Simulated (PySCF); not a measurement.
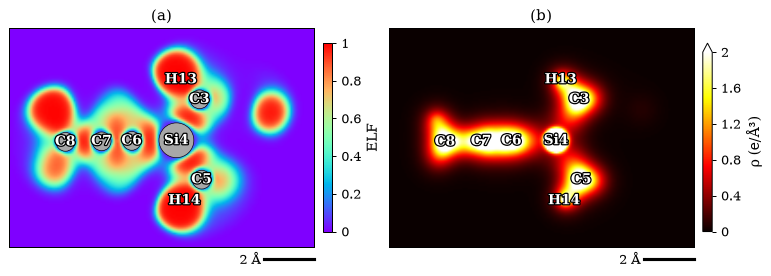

Figure. C$_{7}$H$_{11}$Si (charge −1). (a) ELF; (b) total electron density on the plane of atoms C3, Si4 and C6. Grey discs cover the atomic cores in the ELF map.

Geometry: GFN2-xTB.

These are results of PySCF, PBE0/pcSseg-1, SCF density, gas phase, non-relativistic, not measurements.

```yaml
atoms:
  - { symbol: C, position_ang: [-3.3711, -0.7069, 0.5236] }
  - { symbol: C, position_ang: [-2.1453, -1.1691, 0.2690] }
  - { symbol: C, position_ang: [-1.3351, -0.8272, -0.9111] }
  - { symbol: Si, position_ang: [-0.1057, 0.4572, -0.2640] }
  - { symbol: C, position_ang: [-0.7585, 2.1824, 0.1180] }
  - { symbol: C, position_ang: [1.6358, 0.0496, -0.1202] }
  - { symbol: C, position_ang: [2.8135, -0.2251, -0.0174] }
  - { symbol: C, position_ang: [4.2247, -0.5564, 0.1037] }
  - { symbol: H, position_ang: [-3.8924, -0.0748, -0.1803] }
  - { symbol: H, position_ang: [-3.8816, -0.8990, 1.4565] }
  - { symbol: H, position_ang: [-1.6444, -1.7875, 1.0054] }
  - { symbol: H, position_ang: [-1.9549, -0.4524, -1.7269] }
  - { symbol: H, position_ang: [-0.7614, -1.6819, -1.2650] }
  - { symbol: H, position_ang: [0.0493, 2.7585, 0.5571] }
  - { symbol: H, position_ang: [-1.5836, 2.1564, 0.8262] }
  - { symbol: H, position_ang: [-1.1026, 2.7134, -0.7684] }
  - { symbol: H, position_ang: [4.4957, -0.8182, 1.1351] }
  - { symbol: H, position_ang: [4.8476, 0.2900, -0.2045] }
  - { symbol: H, position_ang: [4.4700, -1.4091, -0.5369] }
```

Q: What does the map show?

A: Atoms in the plane: C, Si and H. C–C (1.21 Å): the density is about 2.7 e/Å³ at the midpoint; the ELF peaks at about 0.85 between the atoms: a short, multiple covalent bond. C–Si (1.79 Å): the density is about 0.95 e/Å³ at the midpoint; the ELF peaks at about 0.95 between the atoms, as expected for localised, covalent bonding. C–H (1.09 Å): the density is about 1.9 e/Å³ at the midpoint; the ELF climbs to about 1 towards the hydrogen, as it does in any bond to H: an ordinary covalent bond to hydrogen. C–Si (1.88 Å): ρ is about 0.89 e/Å³ halfway; the ELF peaks at about 0.95 between the atoms: a shared electron pair.
